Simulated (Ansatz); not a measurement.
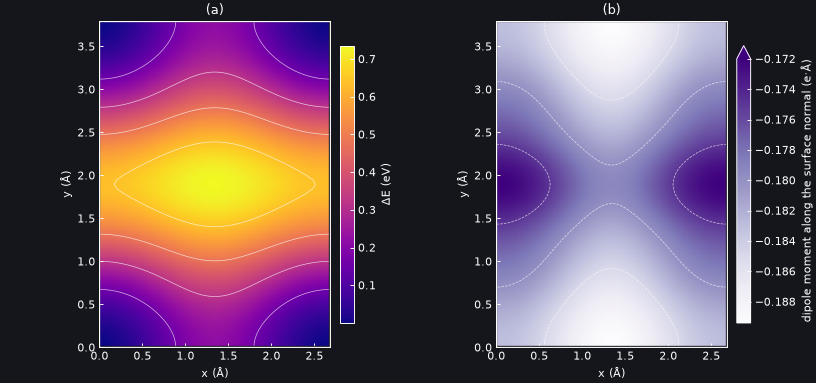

H on a Rh(110) slab cut from the Fm-3m phase, its upper half relaxed before the scan (8 atoms of substrate and one adsorbate in a 2 × 1 cell). H is moved over the surface cell at a fixed height above a rigid substrate; the origin of the map has the adsorbate above Rh7; the height is held at 2.50 Å. Places are given modulo a cell vector. The map is drawn in real space over the plane of the surface. The scan uses a 6 × 8 grid; 20 points were computed and 28 follow by symmetry. Places are given in fractions of the 1 × 1 surface cell. Energies: eV, counted from the lowest grid point. The runs have no spin polarisation, so an open-shell adsorbate far from the surface lies too high. At a fixed height the lowest place need not be the adsorption site. Theory: DFT PBE+D3(BJ), scalar-relativistic, plane waves, PAW (Ansatz). Settings: cutoff 420 eV, k-mesh 5×7×1, gaussian smearing 0.1 eV, no spin polarisation.

Panel (a) is the energy and panel (b) the computed dipole moment along the surface normal on the same grid.

The picture shows a smooth colour map with a few white contour lines, the outline of one cell of the plane. Between grid points the surface is interpolated.

**How does the dipole moment along the surface normal vary over the map, and what is it at the lowest grid point?**

It runs from −0.19 e·Å at a bridge site between two Rh atoms, (3/6, 0/8) of the cell vectors to −0.17 e·Å at the trough between two rows of top atoms, (0/6, 4/8) of the cell vectors. At the lowest grid point, the top site over a surface Rh atom, (0/6, 0/8) of the cell vectors, it is −0.18 e·Å.

```
second ↓, first →    0/6    1/6    2/6    3/6    4/6    5/6
              7/8  −0.18  −0.18  −0.19  −0.19  −0.19  −0.18
              6/8  −0.18  −0.18  −0.18  −0.18  −0.18  −0.18
              5/8  −0.18  −0.18  −0.18  −0.18  −0.18  −0.18
              4/8  −0.17  −0.17  −0.18  −0.18  −0.18  −0.17
              3/8  −0.18  −0.18  −0.18  −0.18  −0.18  −0.18
              2/8  −0.18  −0.18  −0.18  −0.18  −0.18  −0.18
              1/8  −0.18  −0.18  −0.19  −0.19  −0.19  −0.18
              0/8  −0.18  −0.18  −0.19  −0.19  −0.19  −0.18
```

PAW datasets: the set soft_1.
